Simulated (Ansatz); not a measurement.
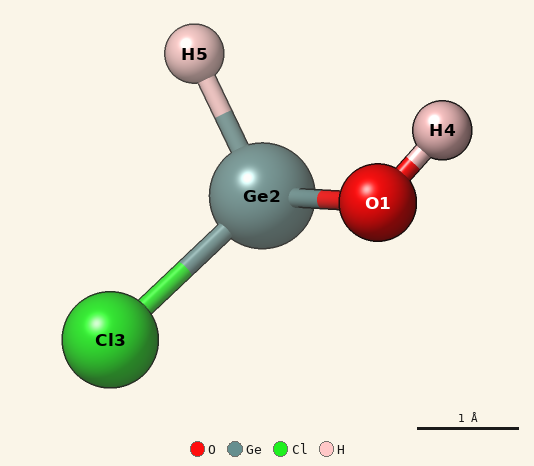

Orthographic view. Depth is shown by fading: the farther an atom, the more it takes the colour of the background. The species is neutral and a spin doublet. Computed geometry: PBE0-D4/def2-TZVP optimisation. No frequency run is at hand to confirm it as a minimum.

Write a Z-matrix (Å, degrees) in the order of the atom numbers, with these reference atoms: 2 to 1; 3 to 2, 1; 4 to 1, 2, 3; 5 to 2, 1, 4.

```
O  
Ge   1   1.778
Cl   2   2.149   1   103.5
H    1   0.962   2   112.6   3  -168.4
H    2   1.566   1   109.5   4   -53.7
```
